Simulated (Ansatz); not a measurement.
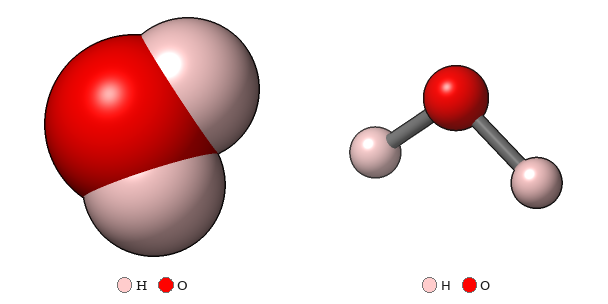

Both panels show the same species.

The computed structure is the end point of a PBE0-D4/def2-TZVP optimisation.

> Give the formula.

H2O, 3 atoms: 2 hydrogen and 1 oxygen.

> What is the point group of this geometry?

C2v.

> How many bonds of each kind are drawn?

2 O–H. Sticks follow a distance rule.

The parts below concern this one geometry. Atoms keep their numbers from picture to picture.

**Dipole moment**

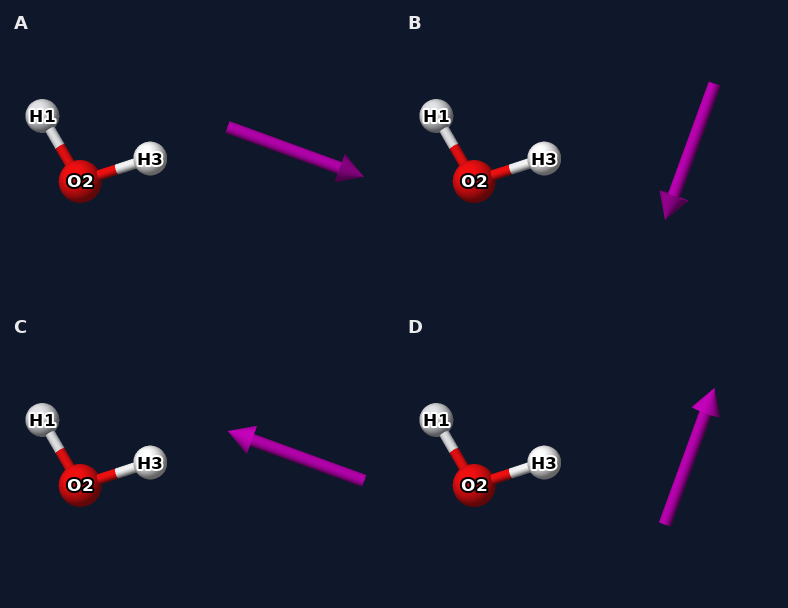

The same molecule four times, each with an arrow. Level of theory: RKS PBE0-D4/def2-TZVP (Ansatz 0.2.0).

> Which arrow points along the dipole moment, from the negative to the positive end?

D. The dipole moment is 2.07 D; it points from the side of O2 to the side of H1, H3 (the outermost atoms at the two ends).

**Vibrations**

Harmonic vibrations computed with RKS PBE0-D4/def2-TZVP (Ansatz 0.2.0) at a stationary point of the same level.

> How many vibrational modes are there, and where do they lie?

3 modes: 1623, 3852, 3960 cm⁻¹.

**Charges**

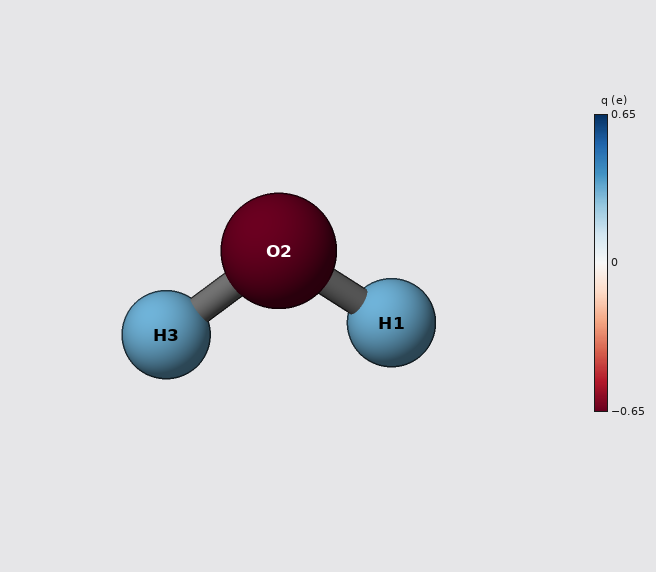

Atoms are coloured by their Mulliken charges. Level of theory: RKS PBE0-D4/def2-TZVP (Ansatz 0.2.0).

List the Mulliken charges.

```json
{"atom": "H1", "value (e)": "0.32"}
{"atom": "O2", "value (e)": "−0.65"}
{"atom": "H3", "value (e)": "0.32"}
```

Mulliken values depend strongly on the basis set and can even reverse the polarity of a bond.
